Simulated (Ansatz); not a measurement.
# Fields on a plane of LiZn (space group Fd-3m)

```
LiZn
1.0
    0.00000     3.02773     3.02773
    3.02773     0.00000     3.02773
    3.02773     3.02773     0.00000
Li Zn
2 2
Direct
  0.75000   0.75000   0.75000
  0.50000   0.50000   0.50000
  0.25000   0.25000   0.25000
  0.00000   0.00000   0.00000
```

The slice is a {110} plane (indices of the conventional cell) through the point (0.750, 0.750, 0.750) (fractional), spanned by u = [100] and v = [1 -1 -1] in vectors of this cell: u (4.28 Å) and v (6.06 Å, at 90° to u). It covers one period; positions are fractions (u, v).

Atoms on it: Li at (0.00, 0.00); Li at (0.50, 0.25); Zn at (0.00, 0.50); Zn at (0.50, 0.75).

All values below come from PBEsol (plane waves to 420 eV, PAW, scalar-relativistic; Ansatz, a program for electronic structure). k mesh 13×13×13. Inside the PAW spheres the values are not all-electron values, and peaks at nuclei hang on which shells count as valence. LiZn was relaxed with its symmetry unable to fall.

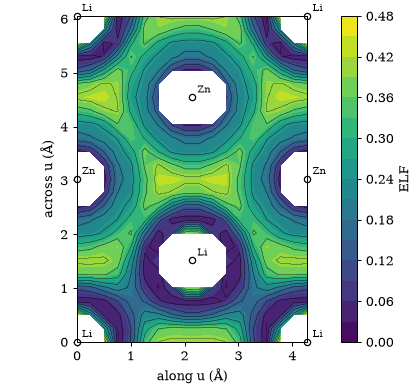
Figure. Electron localisation function (ELF), one period of the plane, atoms marked. Points within 0.5 Å of a nucleus are left white, as the pseudised field means little there.

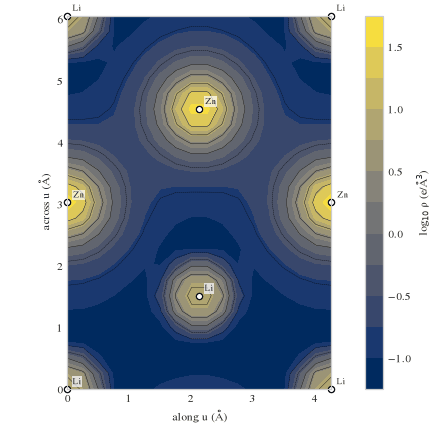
Figure. Log₁₀ of the valence density in e/Å³, one period of the plane, atoms marked. The scale is logarithmic, as a density can span decades between atoms and voids.

The density on the Li–Li line (2.62 Å) at its midpoint is 0.07 e/Å³. The ELF at that point is 0.2.
